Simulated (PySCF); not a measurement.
# C5H12SSi: electronic excitations

Wanted: the electronic excitations of C5H12SSi (`CC(C)S[C@H]1C[SiH2]1`), by calculation.

Programs: PySCF 2.14.0, with density-fitted response routines of our own. Each step states its level of theory. These are calculated values for one molecule in the gas phase, unless marked as measured. Atoms are numbered from 0 throughout.

## Step 1: Starting geometry

19 atoms, charge 0, multiplicity 1; geometry from: GFN2-xTB.

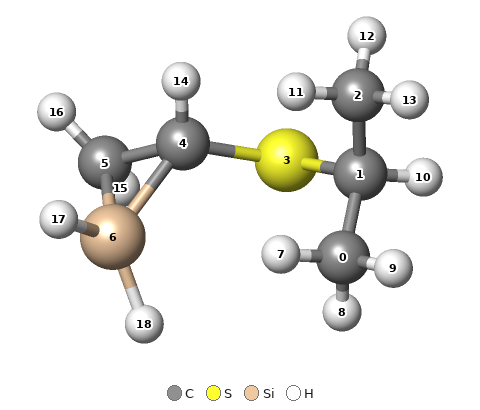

The starting geometry (carbon grey, sulfur yellow, silicon light orange, hydrogen white), atoms numbered.

## Step 2: TDDFT and polarisability: CAM-B3LYP/def2-SVPD

What the job is given:

```
{"job": {"kind": "uv", "xc": "CAM-B3LYP", "basis": "def2-SVPD", "nstates": 8, "ntriplets": 3}, "charge": 0, "multiplicity": 1}
C     -1.101862     0.937224    -1.457221
C     -1.302796    -0.491905    -0.984604
C     -2.143907    -0.567303     0.278621
S      0.301417    -1.370252    -0.776292
C      1.049026    -0.537090     0.632118
C      2.568867    -0.689914     0.734880
Si     2.020250     1.082967     0.447593
H     -0.645412     1.535901    -0.670277
H     -0.458369     0.962302    -2.333468
H     -2.061927     1.381491    -1.714563
H     -1.774694    -1.079793    -1.776901
H     -1.701842     0.036203     1.068888
H     -2.222107    -1.595553     0.624629
H     -3.145411    -0.190204     0.078635
H      0.503976    -0.762571     1.541344
H      3.028634    -1.231417    -0.080120
H      2.941132    -1.025368     1.693290
H      1.960549     1.982572     1.585033
H      2.174673     1.631962    -0.883882
```

Method: TDDFT CAM-B3LYP/def2-SVPD, vertical, gas phase, core orbitals frozen in the response.

The run is started by

```
OMP_NUM_THREADS=1 python probes_run.py task.json out
```

This one command runs all jobs of the session in turn.

What it wrote:

```text
coarse grid: 16120 points
cycle   1  E = -884.7809207230  dE =  7.490e-01  |g| = 3.538e-01  |ddm| = 6.193e+00
cycle   2  E = -884.7973253466  dE = -1.640e-02  |g| = 3.013e-01  |ddm| = 1.108e+00
cycle   3  E = -884.8217978333  dE = -2.447e-02  |g| = 5.336e-02  |ddm| = 5.451e-01
cycle   4  E = -884.8224001447  dE = -6.023e-04  |g| = 3.013e-02  |ddm| = 1.271e-01
cycle   5  E = -884.8226538459  dE = -2.537e-04  |g| = 4.169e-03  |ddm| = 5.188e-02
cycle   6  E = -884.8226585995  dE = -4.754e-06  |g| = 1.426e-03  |ddm| = 1.018e-02
final grid: 144176 points
cycle   7  E = -884.9376077465  dE = -3.946e-05  |g| = 3.935e-03  |ddm| = 8.093e-02
cycle   8  E = -884.9376080365  dE = -2.900e-07  |g| = 3.895e-03  |ddm| = 1.430e-02
cycle   9  E = -884.9376119456  dE = -3.909e-06  |g| = 2.770e-04  |ddm| = 5.811e-03
cycle  10  E = -884.9376119619  dE = -1.638e-08  |g| = 1.988e-04  |ddm| = 9.389e-04
cycle  11  E = -884.9376119727  dE = -1.073e-08  |g| = 3.824e-05  |ddm| = 3.511e-04
cycle  12  E = -884.9376119731  dE = -4.463e-10  |g| = 1.134e-05  |ddm| = 8.842e-05
converged SCF energy = -884.9376119731

Static polarisability (au): isotropic 108.202, principal 92.141 108.386 124.079

Singlet excitations
state   eV       nm        f      main configurations
  1   5.1318    241.6   0.04124   H->L+2 0.46, H->L 0.32
  2   5.4255    228.5   0.06747   H->L 0.64, H->L+2 0.22
  3   5.7608    215.2   0.03000   H->L+1 0.54, H->L+3 0.15, H->L+2 0.10
  4   6.1100    202.9   0.00776   H->L+3 0.36, H->L+5 0.18, H->L+6 0.16
  5   6.1525    201.5   0.01054   H->L+4 0.51, H->L+2 0.12, H->L+5 0.10
  6   6.3776    194.4   0.06052   H->L+5 0.38, H->L+3 0.17, H->L+1 0.17
  7   6.6269    187.1   0.00582   H->L+6 0.48, H->L+3 0.16, H->L+4 0.10
  8   6.8257    181.6   0.07585   H-1->L 0.81

Triplet excitations (Tamm-Dancoff, eV): 4.4240 4.8859 5.5687
```

It took 2.2 min on 1 thread of Arm Neoverse N1, shared host; peak memory 1.1 GiB.

Frontier orbitals and where they lie:

```csv
orbital,eV,atoms
HOMO−3,-10.55,"C4 26 %, S3 23 %, C5 10 %"
HOMO−2,-9.42,"S3 26 %, C5 22 %, C1 12 %"
HOMO−1,-8.79,"S3 31 %, C4 20 %, Si6 16 %"
HOMO,-7.13,"S3 51 %, C4 15 %, Si6 12 %"
LUMO,0.85,"Si6 35 %, H17 11 %, C5 10 %"
LUMO+1,1.28,"Si6 23 %, S3 13 %, C2 10 %"
LUMO+2,1.39,"S3 37 %, Si6 14 %, C5 7 %"
```

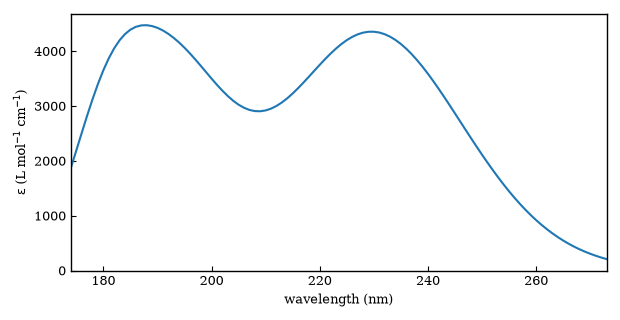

Absorption spectrum: each of the 8 states is a Gaussian band of 0.4 eV half-width at 1/e. Beyond the last state computed it falls off for lack of states.

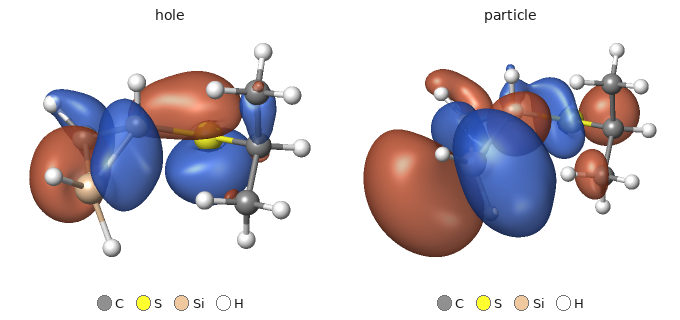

Leading natural transition orbitals of singlet state 8: the electron leaves the hole (left) for the particle orbital (right).

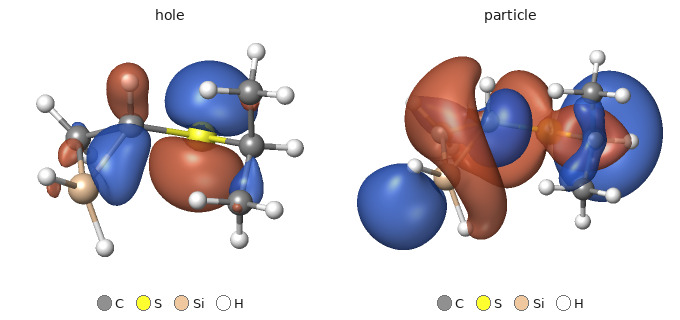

Leading natural transition orbitals of singlet state 1: the electron leaves the hole (left) for the particle orbital (right).

Further results of this job:

```csv
property,computed
dipole moment (D),1.82
polarisability (Å³),16.03
HOMO–LUMO gap (eV),7.99
−ε(HOMO) (eV),7.13
```

Orbitals, density, ELF and potential are computed afterwards from the orbital file.

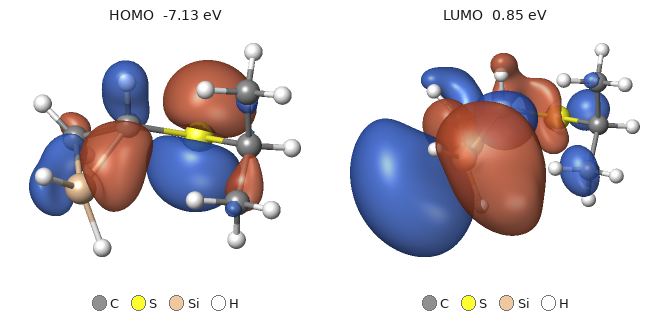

Frontier orbitals at CAM-B3LYP/def2-SVPD; each surface holds 70 % of the orbital's density, blue and red mark the sign.

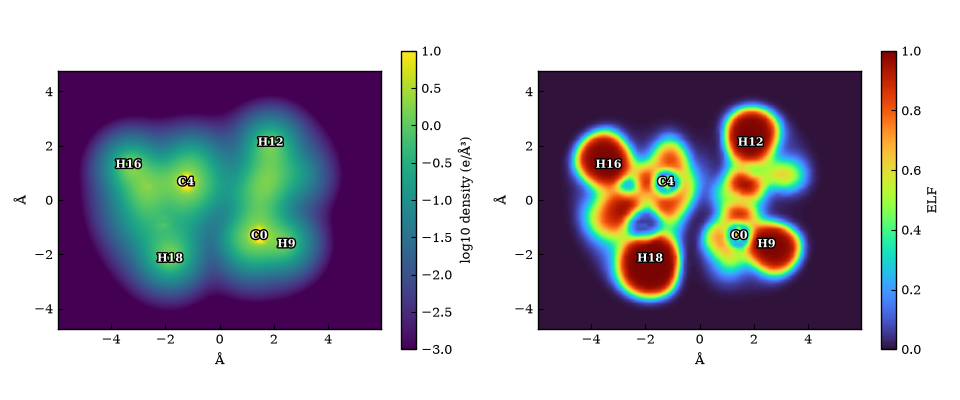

Density (left) and ELF (right) in a plane through or near 6 of the atoms.

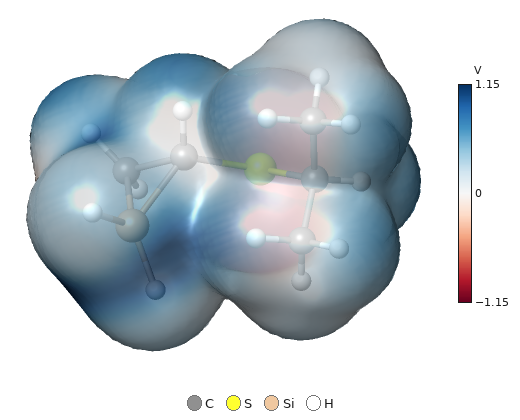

Electrostatic potential on the surface of density 0.002 e/bohr³; red is low, blue high. It runs from -1.15 V near S3 to 1.08 V near H18.

## Step 3: Outcome

```
                                quantity                        value
    lowest singlet (CAM-B3LYP/def2-SVPD)  5.13 eV (242 nm), f = 0.041
brightest single state of those computed  state 8, 6.83 eV, f = 0.076
                          lowest triplet                      4.42 eV
   surface potential, least and greatest           -1.15 V and 1.08 V
```

What this shows: The first singlet state (HOMO→LUMO+2 0.46, HOMO→LUMO 0.32) lies at 5.13 eV and is weak; of the 8 states computed, the strongest absorption comes from state 8 at 6.83 eV (the last computed, so partners may be missing). The lowest triplet lies 0.71 eV below the lowest singlet (triplets in Tamm-Dancoff, singlets in full TDDFT).
